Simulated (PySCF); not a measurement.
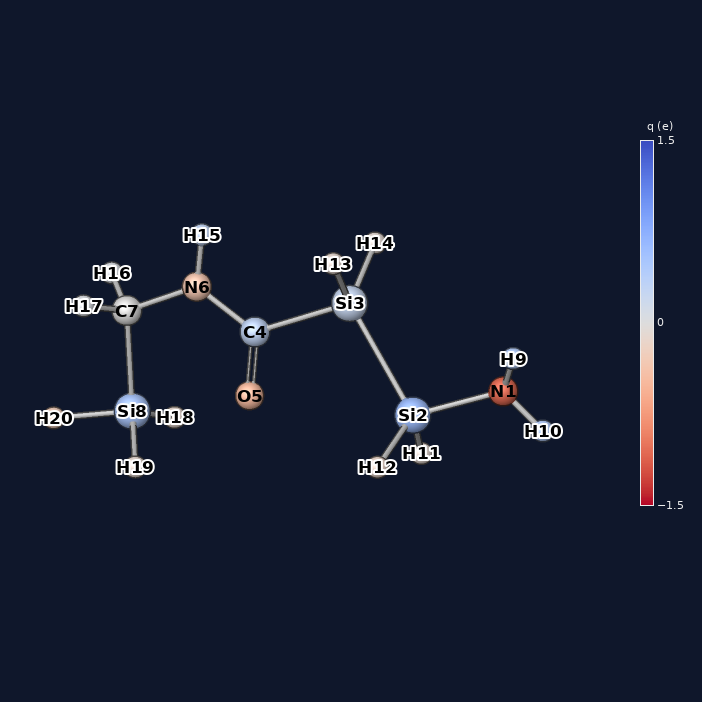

Atoms are coloured by their ESP-fitted charges. The computed structure is the end point of a GFN2-xTB optimisation. No frequency run is at hand to confirm it as a minimum. Properties computed with PBE0/pcSseg-1, gas phase (PySCF 2.14.0).

List the ESP-fitted charges.

```tsv
atom	value (e)
N1	−1.06
Si2	0.59
Si3	0.23
C4	0.29
O5	−0.47
N6	−0.35
C7	0.00
Si8	0.48
H9	0.39
H10	0.40
H11	−0.09
H12	−0.15
H13	−0.10
H14	−0.08
H15	0.27
H16	0.05
H17	0.04
H18	−0.11
H19	−0.11
H20	−0.25
```

The geometry is semi-empirical. Around Si such bond lengths and angles can be off by a tenth of an ångström or more and by several degrees, and values that hang on the shape move with them.
